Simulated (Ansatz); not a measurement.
# BH3O3 + HBr: a complex and its separated parts, part 2 of 2

Ansatz 0.2.0, Gaussian basis.

## 13. CAM-B3LYP-D4/def2-TZVPP

The inputs:

parta/in.yaml

```yaml
crystal:
  periodic: [false, false, false]
  atoms:
    - {symbol: B, position_ang: [-0.242997, -0.449529, -0.518629]}
    - {symbol: O, position_ang: [-0.461034, 0.862447, -0.206683]}
    - {symbol: O, position_ang: [0.606412, -1.200705, 0.243197]}
    - {symbol: O, position_ang: [-0.874375, -1.010339, -1.592404]}
    - {symbol: H, position_ang: [-1.074889, 1.282015, -0.813152]}
    - {symbol: H, position_ang: [0.986993, -0.696832, 0.965643]}
    - {symbol: H, position_ang: [-0.641091, -1.933802, -1.708395]}
basis:
  gaussian: {orbitals: def2-TZVPP}
hamiltonian: {xc: {name: CAM-B3LYP}, dispersion: d4}
```

partb/in.yaml

```yaml
crystal:
  periodic: [false, false, false]
  atoms:
    - {symbol: H, position_ang: [0.418965, 1.563252, 1.251241]}
    - {symbol: Br, position_ang: [1.282016, 1.583493, 2.379282]}
basis:
  gaussian: {orbitals: def2-TZVPP}
hamiltonian: {xc: {name: CAM-B3LYP}, dispersion: d4}
```

The same command starts each run, in its folder.

Command:

```
ansatz run in.yaml --threads 8 --pin off --events-out ev --progress --plain --max-ram 19148MiB
```

Log of parta, cut to the lines that bear on the results:

```text
Functional definition: CAM-B3LYP
  name "CAM-B3LYP"
  cite "Yanai, Tew & Handy, Chem. Phys. Lett. 393, 51 (2004) doi:10.1016/j.cplett.2004.06.011"
  cite "Iikura, Tsuneda, Yanai & Hirao, J. Chem. Phys. 115, 3540 (2001) doi:10.1063/1.1383587"
  cite "Becke, Phys. Rev. A 38, 3098 (1988) doi:10.1103/PhysRevA.38.3098"
  cite "Lee, Yang & Parr, Phys. Rev. B 37, 785 (1988) doi:10.1103/PhysRevB.37.785"
[...]
  # Exact exchange under (alpha + beta erf(omega r))/r, Becke's under what is left of 1/r.
[...]
799 factors; their error is unknown
204 factors; integrals over basis functions are off by at most 1.1e-5 eV
[...]
mean field -6871.67900280 eV, -252.5295455617 hartree, gradient 1.9e-5 eV, S^2 0.000000; 0 other end points of the search recorded, 0 dependent functions left out
reference -6871.67910440 eV, -252.5295492955 hartree; 16, 16 occupied and 150, 150 virtual orbitals, 799 factors
Total energy: -6871.74771612 eV, -252.5320707294 hartree
```

Log of partb, cut to the lines that bear on the results:

```text
[... 6 set-up lines as earlier in the session ...]
[...]
  # Exact exchange under (alpha + beta erf(omega r))/r, Becke's under what is left of 1/r.
[...]
472 factors; their error is unknown
81 factors; integrals over basis functions are off by at most 1.2e-4 eV
[...]
mean field -70066.16346033 eV, -2574.8840146159 hartree, gradient 3.1e-5 eV, S^2 0.000000; 0 other end points of the search recorded, 0 dependent functions left out
reference -70066.16353703 eV, -2574.8840174345 hartree; 18, 18 occupied and 44, 44 virtual orbitals, 472 factors
Total energy: -70066.16901470 eV, -2574.8842187352 hartree
```

They took 0.75 s (parta), 0.25 s (partb) on 8 threads of Arm Neoverse V1, shared host.

## 14. wB97X-V/def2-TZVPP

Each input of step 13 (parta, partb) changes in the same lines:

```diff
-hamiltonian: {xc: {name: CAM-B3LYP}, dispersion: d4}
+hamiltonian: {xc: {name: wB97X-V}}
```

The same command starts each run, in its folder.

Command:

```
ansatz run in.yaml --threads 8 --pin off --events-out ev --progress --plain --max-ram 19148MiB
```

Log of parta, cut to the lines that bear on the results:

```text
Functional definition: wB97X-V
  name "wB97X-V"
  cite "Mardirossian & Head-Gordon, Phys. Chem. Chem. Phys. 16, 9904 (2014) doi:10.1039/C3CP54374A"
[... 2 set-up lines as earlier in the session ...]
[...]
      + integral(e_c_pw_opposite_spin*poly(b97_u_opposite, cos0, cos1)) + vv10(b, c)
799 factors; their error is unknown
190 factors; integrals over basis functions are off by at most 8.5e-6 eV
[...]
mean field -6871.55638853 eV, -252.5250395701 hartree, gradient 3.9e-5 eV, S^2 0.000000; 0 other end points of the search recorded, 0 dependent functions left out
reference -6871.55638681 eV, -252.5250395071 hartree; 16, 16 occupied and 150, 150 virtual orbitals, 799 factors
Total energy: -6871.55638681 eV, -252.5250395071 hartree
```

Log of partb, cut to the lines that bear on the results:

```text
[... 5 set-up lines as earlier in the session ...]
[...]
      + integral(e_c_pw_opposite_spin*poly(b97_u_opposite, cos0, cos1)) + vv10(b, c)
472 factors; their error is unknown
72 factors; integrals over basis functions are off by at most 1.1e-4 eV
[...]
mean field -70056.29632926 eV, -2574.5214042370 hartree, gradient 1.2e-5 eV, S^2 0.000000; 0 other end points of the search recorded, 0 dependent functions left out
reference -70056.29632819 eV, -2574.5214041979 hartree; 18, 18 occupied and 44, 44 virtual orbitals, 472 factors
Total energy: -70056.29632819 eV, -2574.5214041979 hartree
```

Wall times: 1.7 s (parta), 0.4 s (partb) on 8 threads of Arm Neoverse V1, shared host.

## 15. wB97M-V/def2-TZVPP

The same edit goes into each in.yaml of step 14 (parta, partb):

```diff
-hamiltonian: {xc: {name: wB97X-V}}
+hamiltonian: {xc: {name: wB97M-V}}
```

Each run has its own folder and the same command.

Command:

```
ansatz run in.yaml --threads 8 --pin off --events-out ev --progress --plain --max-ram 19148MiB
```

parta printed, cut to the lines that bear on the results:

```text
Functional definition: wB97M-V
  name "wB97M-V"
  cite "Mardirossian & Head-Gordon, J. Chem. Phys. 144, 214110 (2016) doi:10.1063/1.4952647"
[... 2 set-up lines as earlier in the session ...]
  # Of w^i u^j: cxij and so on, Table III.
[...]
  gx(w, u) = 1 - cx + cx01*u + cx10*w
[...]
      + integral(e_c_pw_mod_opposite_spin*gos(b97_w_opposite, b97_u_opposite)) + vv10(b, c)
799 factors; their error is unknown
190 factors; integrals over basis functions are off by at most 8.5e-6 eV
[...]
mean field -6871.87408200 eV, -252.5367145900 hartree, gradient 4.1e-5 eV, S^2 0.000000; 0 other end points of the search recorded, 0 dependent functions left out
reference -6871.87412413 eV, -252.5367161383 hartree; 16, 16 occupied and 150, 150 virtual orbitals, 799 factors
Total energy: -6871.87412413 eV, -252.5367161383 hartree
```

partb printed, cut to the lines that bear on the results:

```text
[... 5 set-up lines as earlier in the session ...]
  # Of w^i u^j: cxij and so on, Table III.
[...]
  gx(w, u) = 1 - cx + cx01*u + cx10*w
[...]
      + integral(e_c_pw_mod_opposite_spin*gos(b97_w_opposite, b97_u_opposite)) + vv10(b, c)
467 factors; their error is unknown
72 factors; integrals over basis functions are off by at most 1.1e-4 eV
[...]
mean field -70058.67557817 eV, -2574.6088400218 hartree, gradient 8.6e-6 eV, S^2 0.000000; 0 other end points of the search recorded, 0 dependent functions left out
reference -70058.67560397 eV, -2574.6088409702 hartree; 18, 18 occupied and 44, 44 virtual orbitals, 467 factors
Total energy: -70058.67560397 eV, -2574.6088409702 hartree
```

Times: 1.9 s (parta), 0.45 s (partb) on 8 threads of Arm Neoverse V1, shared host.

## 16. B2PLYP/def2-TZVPP

The same edit goes into each in.yaml of step 15 (parta, partb):

```diff
-hamiltonian: {xc: {name: wB97M-V}}
+hamiltonian: {xc: {name: B2PLYP}}
```

One command serves all of them, each in its own folder.

Command:

```
ansatz run in.yaml --threads 8 --pin off --events-out ev --progress --plain --max-ram 19148MiB
```

Output in parta, cut to the lines that bear on the results:

```text
Functional definition: B2PLYP
  name "B2PLYP"
  cite "Grimme, J. Chem. Phys. 124, 034108 (2006) doi:10.1063/1.2148954"
[... 2 set-up lines as earlier in the session ...]
[...]
1048 factors; integrals over basis functions are off by at most 1.3e-3 eV
[...]
mean field -6862.26396447 eV, -252.1835492846 hartree, gradient 3.2e-6 eV, S^2 0.000000; 0 other end points of the search recorded, 0 dependent functions left out
4 core orbitals not correlated: weight in the atoms' cores, before any rotation towards them, 1.000 or more for the frozen orbitals, at most 0.000 for the correlated occupied ones
reference -6862.26409177 eV, -252.1835539630 hartree; 12, 12 occupied and 150, 150 virtual orbitals, 1048 factors
second order -26.44287011 eV of doubles, -0.00000000 eV of singles
Total energy: -6869.40366670 eV, -252.4459285022 hartree
```

Output in partb, cut to the lines that bear on the results:

```text
[... 5 set-up lines as earlier in the session ...]
[...]
399 factors; integrals over basis functions are off by at most 1.5e-3 eV
[...]
mean field -70049.78224989 eV, -2574.2820162358 hartree, gradient 1.6e-6 eV, S^2 0.000000; 0 other end points of the search recorded, 0 dependent functions left out
9 core orbitals not correlated: weight in the atoms' cores, before any rotation towards them, 1.000 or more for the frozen orbitals, at most 0.000 for the correlated occupied ones
reference -70049.78235063 eV, -2574.2820199378 hartree; 9, 9 occupied and 44, 44 virtual orbitals, 399 factors
second order -9.24617890 eV of doubles, -0.00000000 eV of singles
Total energy: -70052.27881893 eV, -2574.3737634557 hartree
```

Times: 1.1 s (parta), 0.3 s (partb) on 8 threads of Arm Neoverse V1, shared host.

## 17. PBE-QIDH/def2-TZVPP

The same edit goes into each in.yaml of step 16 (parta, partb):

```diff
-hamiltonian: {xc: {name: B2PLYP}}
+hamiltonian: {xc: {name: PBE-QIDH}}
```

Each run has its own folder and the same command.

Command:

```
ansatz run in.yaml --threads 8 --pin off --events-out ev --progress --plain --max-ram 19148MiB
```

Log of parta, cut to the lines that bear on the results:

```text
Functional definition: PBE-QIDH
  name "PBE-QIDH"
  cite "Brémond, Sancho-García, Pérez-Jiménez & Adamo, J. Chem. Phys. 141, 031101 (2014) doi:10.1063/1.4890314"
[... 1 set-up line as earlier in the session ...]
[...]
1048 factors; integrals over basis functions are off by at most 1.3e-3 eV
[...]
mean field -6857.36283988 eV, -252.0034362780 hartree, gradient 6.7e-6 eV, S^2 0.000000; 0 other end points of the search recorded, 0 dependent functions left out
4 core orbitals not correlated: weight in the atoms' cores, before any rotation towards them, 1.000 or more for the frozen orbitals, at most 0.000 for the correlated occupied ones
reference -6857.36284952 eV, -252.0034366323 hartree; 12, 12 occupied and 150, 150 virtual orbitals, 1048 factors
second order -24.64107983 eV of doubles, -0.00000000 eV of singles
Total energy: -6865.57654279 eV, -252.3052842927 hartree
```

Log of partb, cut to the lines that bear on the results:

```text
[... 4 set-up lines as earlier in the session ...]
[...]
399 factors; integrals over basis functions are off by at most 1.5e-3 eV
[...]
mean field -70043.31098247 eV, -2574.0442015445 hartree, gradient 9.2e-7 eV, S^2 0.000000; 0 other end points of the search recorded, 0 dependent functions left out
9 core orbitals not correlated: weight in the atoms' cores, before any rotation towards them, 1.000 or more for the frozen orbitals, at most 0.000 for the correlated occupied ones
reference -70043.31098959 eV, -2574.0442018062 hartree; 9, 9 occupied and 44, 44 virtual orbitals, 399 factors
second order -8.68131127 eV of doubles, -0.00000000 eV of singles
Total energy: -70046.20476002 eV, -2574.1505459078 hartree
```

Wall times: 1.1 s (parta), 0.3 s (partb) on 8 threads of Arm Neoverse V1, shared host.

## 18. RPA on PBE/def2-TZVPP

Each input of step 17 (parta, partb) changes in the same lines:

```diff
-hamiltonian: {xc: {name: PBE-QIDH}}
+hamiltonian: {xc: pbe}
+correlation: {method: rpa}
```

The same command starts each run, in its folder.

Command:

```
ansatz run in.yaml --threads 8 --pin off --events-out ev --progress --plain --max-ram 19148MiB
```

parta printed, cut to the lines that bear on the results:

```text
[... 4 set-up lines as earlier in the session ...]
[...]
1048 factors; integrals over basis functions are off by at most 1.3e-3 eV
[...]
mean field -6866.23671802 eV, -252.3295452847 hartree, gradient 1.6e-6 eV, S^2 0.000000; 0 other end points of the search recorded, 0 dependent functions left out
4 core orbitals not correlated: weight in the atoms' cores, before any rotation towards them, 1.000 or more for the frozen orbitals, at most 0.000 for the correlated occupied ones
reference -6837.43757885 eV, -251.2711964411 hartree; 12, 12 occupied and 150, 150 virtual orbitals, 1048 factors
Total energy: -6871.15449207 eV, -252.5102701479 hartree
```

Output in partb, cut to the lines that bear on the results:

```text
[... 4 set-up lines as earlier in the session ...]
[...]
399 factors; integrals over basis functions are off by at most 1.5e-3 eV
[...]
mean field -70052.13665349 eV, -2574.3685389720 hartree, gradient 4.8e-6 eV, S^2 0.000000; 0 other end points of the search recorded, 0 dependent functions left out
9 core orbitals not correlated: weight in the atoms' cores, before any rotation towards them, 1.000 or more for the frozen orbitals, at most 0.000 for the correlated occupied ones
reference -70014.55942280 eV, -2572.9876012149 hartree; 9, 9 occupied and 44, 44 virtual orbitals, 399 factors
Total energy: -70026.49301852 eV, -2573.4261527690 hartree
```

Times: 1.1 s (parta), 0.25 s (partb) on 8 threads of Arm Neoverse V1, shared host.

## 19. CCSD(T)/def2-TZVPP

The same edit goes into each in.yaml of step 18 (parta, partb):

```diff
-hamiltonian: {xc: pbe}
-correlation: {method: rpa}
+correlation: {method: ccsd_t}
```

Each run has its own folder and the same command.

Command:

```
ansatz run in.yaml --threads 8 --pin off --events-out ev --progress --plain --max-ram 19148MiB
```

Output in parta, cut to the lines that bear on the results:

```text
Functional definition: HF
  name "HF"
  cite "Fock, Z. Phys. 61, 126 (1930) doi:10.1007/BF01340294"
[... 1 set-up line as earlier in the session ...]
[...]
1048 factors; integrals over basis functions are off by at most 1.3e-3 eV
[...]
mean field -6838.59491802 eV, -251.3137278712 hartree, gradient 2.6e-6 eV, S^2 0.000000; 0 other end points of the search recorded, 0 dependent functions left out
4 core orbitals not correlated: weight in the atoms' cores, before any rotation towards them, 1.000 or more for the frozen orbitals, at most 0.000 for the correlated occupied ones
reference -6838.59491802 eV, -251.3137278712 hartree; 12, 12 occupied and 150, 150 virtual orbitals, 1048 factors
second order -22.13441431 eV of doubles, -0.00000000 eV of singles
cycle   1  -21.88817506 eV  change    2.5e-1 eV  update   8.7e-2
[...]
cycle   9  -22.39829058 eV  change    4.4e-6 eV  update   6.8e-6
perturbative correction -0.77667830 eV, -0.0285424011 hartree
Total energy: -6861.76988690 eV, -252.1653922689 hartree
```

Output in partb, cut to the lines that bear on the results:

```text
[... 4 set-up lines as earlier in the session ...]
[...]
399 factors; integrals over basis functions are off by at most 1.5e-3 eV
[...]
mean field -70014.93834593 eV, -2573.0015263832 hartree, gradient 1.4e-6 eV, S^2 0.000000; 0 other end points of the search recorded, 0 dependent functions left out
9 core orbitals not correlated: weight in the atoms' cores, before any rotation towards them, 1.000 or more for the frozen orbitals, at most 0.000 for the correlated occupied ones
reference -70014.93834593 eV, -2573.0015263832 hartree; 9, 9 occupied and 44, 44 virtual orbitals, 399 factors
second order -7.83906624 eV of doubles, -0.00000000 eV of singles
cycle   1  -7.92764648 eV  change   -8.9e-2 eV  update   4.5e-2
[...]
cycle   7  -8.11358572 eV  change   -4.8e-6 eV  update   1.2e-5
perturbative correction -0.24159855 eV, -0.0088785830 hartree
Total energy: -70023.29353020 eV, -2573.3085737419 hartree
```

Wall times: 12 s (parta), 0.3 s (partb) on 8 threads of Arm Neoverse V1, shared host; peak memory 1.5 GiB.

## 20. Vibrations of BH3O3

vib-parta/in.yaml

```yaml
crystal:
  periodic: [false, false, false]
  atoms:
    - {symbol: B, position_ang: [-0.242997, -0.449529, -0.518629]}
    - {symbol: O, position_ang: [-0.461034, 0.862447, -0.206683]}
    - {symbol: O, position_ang: [0.606412, -1.200705, 0.243197]}
    - {symbol: O, position_ang: [-0.874375, -1.010339, -1.592404]}
    - {symbol: H, position_ang: [-1.074889, 1.282015, -0.813152]}
    - {symbol: H, position_ang: [0.986993, -0.696832, 0.965643]}
    - {symbol: H, position_ang: [-0.641091, -1.933802, -1.708395]}
basis:
  gaussian: {orbitals: def2-TZVP}
hamiltonian: {xc: pbe0, dispersion: d4}
phonons: {temperatures: {t_min: 298.15, t_max: 900, t_step: 200}}
```

Command:

```
ansatz run in.yaml --threads 8 --pin off --events-out ev --progress --plain --max-ram 19148MiB
```

Output, cut to the lines that bear on the results:

```text
[... 5 set-up lines as earlier in the session ...]
[...]
754 factors; their error is unknown
[...]
mean field -6866.28152646 eV, -252.3311919647 hartree, gradient 1.9e-5 eV, S^2 0.000000; 0 other end points of the search recorded, 0 dependent functions left out
[...]
Atom 4 at    -1.074889     1.282015    -0.813152 Å, force    -0.000085     0.000223    -0.000009 eV/Å
Atom 5 at     0.986993    -0.696832     0.965643 Å, force     0.000131     0.000002     0.000171 eV/Å
Atom 6 at    -0.641091    -1.933802    -1.708395 Å, force    -0.000046    -0.000158    -0.000119 eV/Å
Dipole moment:     0.000005    -0.000003    -0.000003 e Å
Vibrations: 428.10 428.18 441.59 534.50 534.63 679.25 885.88 1018.71 1018.80 1019.33 1479.63 1479.65 3903.08 3903.13 3904.17 cm⁻¹, zero-point energy 1.342664 eV
```

Wall time 19 s (8 threads of Arm Neoverse V1, shared host).

Wavenumbers and character of the modes:

```csv
mode,wavenumber (cm⁻¹),character
1,428,bend
2,428,bend
3,442,torsion
4,534,torsion
5,535,torsion
6,679,wag or twist
7,886,B–O stretch
8,1019,bend
9,1019,bend
10,1019,bend
11,1480,B–O stretch
12,1480,B–O stretch
13,3903,O–H stretch
14,3903,O–H stretch
15,3904,O–H stretch
```

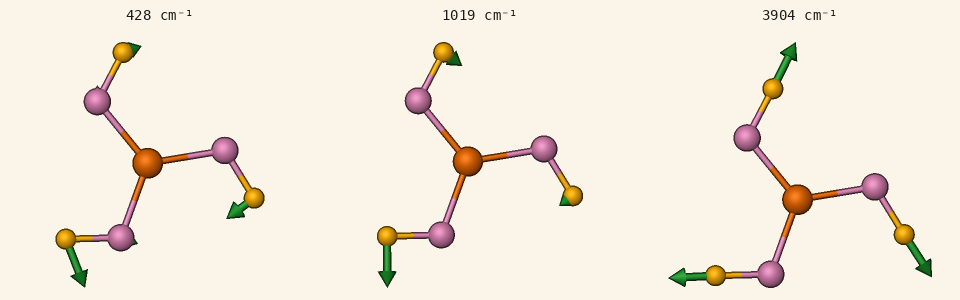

Displacements of 3 modes, as arrows.

Vibrational sums (real modes only):

```csv
T (K),entropy (J/mol/K),heat capacity (J/mol/K)
298,18.7,38.3
498,45.0,63.7
698,69.0,77.9
898,89.7,86.8
```

## 21. Vibrations of HBr

vib-partb/in.yaml

```yaml
crystal:
  periodic: [false, false, false]
  atoms:
    - {symbol: H, position_ang: [0.418965, 1.563252, 1.251241]}
    - {symbol: Br, position_ang: [1.282016, 1.583493, 2.379282]}
basis:
  gaussian: {orbitals: def2-TZVP}
hamiltonian: {xc: pbe0, dispersion: d4}
phonons: {temperatures: {t_min: 298.15, t_max: 900, t_step: 200}}
```

Command:

```
ansatz run in.yaml --threads 8 --pin off --events-out ev --progress --plain --max-ram 19148MiB
```

Output, cut to the lines that bear on the results:

```text
[... 5 set-up lines as earlier in the session ...]
[...]
457 factors; their error is unknown
[...]
mean field -70054.57278211 eV, -2574.4580650476 hartree, gradient 2.1e-5 eV, S^2 0.000000; 0 other end points of the search recorded, 0 dependent functions left out
[...]
reference -70054.57271355 eV, -2574.4580625282 hartree; 18, 18 occupied and 36, 36 virtual orbitals, 457 factors
Total energy: -70054.57831868 eV, -2574.4582685129 hartree
Atom 0 at     0.418965     1.563252     1.251241 Å, force    -0.001190    -0.000028    -0.001556 eV/Å
Atom 1 at     1.282016     1.583493     2.379282 Å, force     0.001190     0.000028     0.001556 eV/Å
Dipole moment:    -0.120502    -0.002826    -0.157501 e Å
Vibrations: 2667.97 cm⁻¹, zero-point energy 0.165393 eV
```

Wall time 1.6 s (8 threads of Arm Neoverse V1, shared host).

Wavenumbers and character of the modes:

```csv
mode,wavenumber (cm⁻¹),character
1,2668,Br–H stretch
```

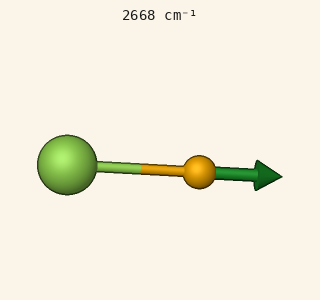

Displacements of 1 modes, as arrows.

Vibrational sums (real modes only):

```csv
T (K),entropy (J/mol/K),heat capacity (J/mol/K)
298,0.0,0.0
498,0.0,0.2
698,0.2,1.0
898,0.6,2.2
```

## 22. Complex less separated parts

The complex's own energies come from single points at the same levels.

Rows are in def2-TZVPP; times add the 3 runs of a level on a shared host, so small differences are noise.

Differences are taken before rounding.

```csv
method,rung,complex less parts (eV),from CCSD(T) (eV),time
SPW92,LDA,-0.470,-0.262,1.2 s
PBE-D4,GGA,-0.299,-0.090,1.8 s
BLYP-D4,GGA,-0.270,-0.062,1.9 s
r2SCAN-D4,meta-GGA,-0.266,-0.057,3.6 s
B97M-V,meta-GGA,-0.239,-0.030,6.2 s
PBE0-D4,hybrid,-0.268,-0.059,2.6 s
B3LYP-D4,hybrid,-0.258,-0.049,2.4 s
r2SCAN0-D4,hybrid,-0.252,-0.043,4.3 s
BHLYP-D4,hybrid,-0.242,-0.033,2.4 s
CAM-B3LYP-D4,range-separated hybrid,-0.262,-0.053,2.8 s
wB97X-V,range-separated hybrid,-0.227,-0.018,6 s
wB97M-V,range-separated hybrid,-0.231,-0.023,6.6 s
B2PLYP,double hybrid,-0.195,+0.014,4.5 s
PBE-QIDH,double hybrid,-0.224,-0.015,4.5 s
RPA on PBE,RPA,-0.152,+0.057,4.3 s
Hartree-Fock,wavefunction,-0.024,+0.185,
MP2,wavefunction,-0.240,-0.032,
CCSD,wavefunction,-0.175,+0.034,
CCSD(T),wavefunction,-0.209,0,2.2 min
```

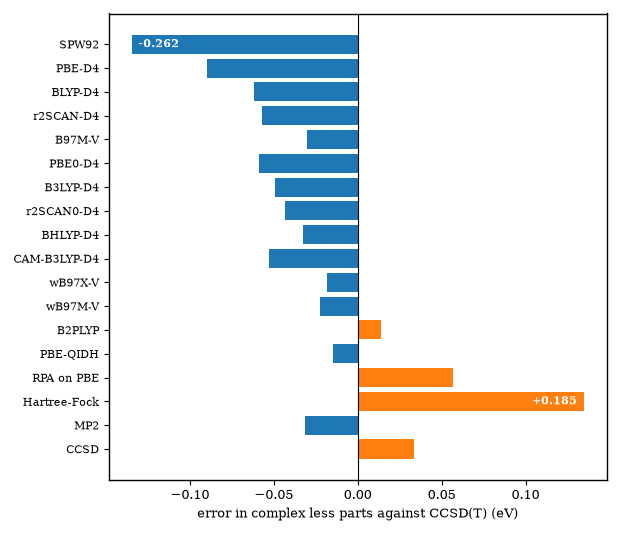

Error of each method against CCSD(T). Bars with a number in them are cut short.

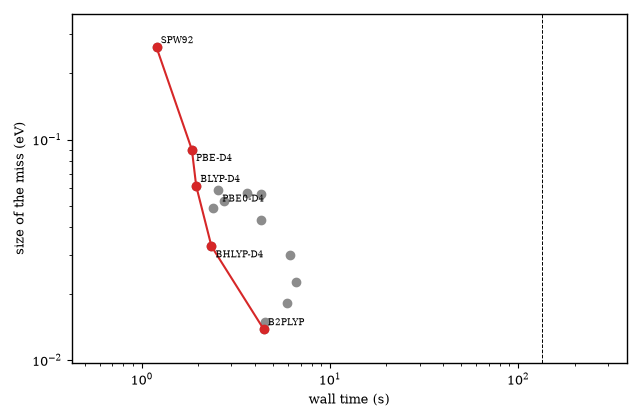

Accuracy for the time spent; red marks the levels that beat every quicker one drawn (of those quicker than the yardstick), and the dashed line is the time of CCSD(T). Only those levels and the largest misses are named. Times are from a shared host.

B2PLYP reaches 0.014 eV from the reference in 4.5 s, where CCSD(T) took 2.2 min; the quickest level in the cost chart, SPW92, takes 1.2 s and misses by 0.262 eV.

The complex's zero-point energy, from a separate PBE0-D4 run, is 1.561 eV.

## 23. Summary of results

The summary covers parts 1 to 2.

| quantity | value |
| --- | --- |
| complex less parts, CCSD(T)/def2-TZVPP | -0.209 eV |
| with zero-point energy | -0.155 eV |
| largest T1 diagnostic | 0.012 |

What this shows: At CCSD(T) the complex lies 0.209 eV below its parts. Among the functionals B2PLYP lands nearest to CCSD(T) (+0.014 eV) and SPW92 farthest (-0.262 eV). Mean unsigned error by rung: LDA 0.262, GGA 0.076, meta-GGA 0.044, hybrid 0.046, range-separated hybrid 0.031, double hybrid 0.014 eV. The double hybrids carry no dispersion term here, unlike the levels marked D4 or V. PBE-D4 gives a relative energy 0.090 eV too low, outside chemical accuracy (1 kcal/mol, 0.043 eV). No counterpoise was applied, and triple zeta lacks some correlation, so the CCSD(T) reference has a basis error of its own, and close matches with it are partly luck.
